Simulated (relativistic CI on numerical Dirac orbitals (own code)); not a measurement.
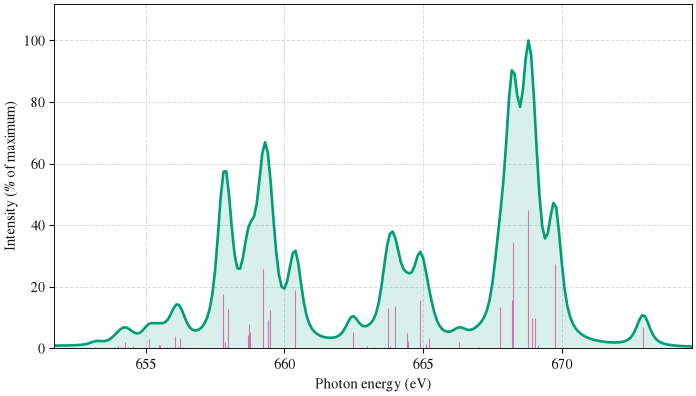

Computed core-level spectrum (absorption) of an ion of charge +6 in a field of Td symmetry with 10Dq = −2,600 cm⁻¹. Sticks are the strongest transitions, on a scale of their own. Multiplet model: relativistic Dirac–Coulomb–Breit theory, one configuration a step, Slater integrals scaled by 0.9, 10 K, Voigt broadening (Lorentzian 0.4 eV, Gaussian 0.3 eV full widths), computed with a radial Dirac CI code.

Identify the element and the shell or line.

L₂,₃ X-ray absorption of Mn⁶⁺ (manganese, Z = 25), initial configuration [Ar] 3d. The main maxima lie at 656.1 eV (14), 657.9 eV (57), 659.3 eV (67), 660.4 eV (32), 662.5 eV (10), 663.9 eV (38), 664.9 eV (31), 668.2 eV (90), 668.8 eV (100), 669.7 eV (47) and 672.9 eV (11), heights in % of the largest; the centroid is at 664.0 eV. The lower edge holds 0.56 of the intensity (branching ratio, edges parted at 666 eV, split at the minimum of the curve and uncertain by about 0.02), and the core spin-orbit splitting of the orbitals is 10.8 eV. The ground state has S = 0.50.

Limits of the model: free-ion energies, so absolute edge positions are off by a few eV from solids.
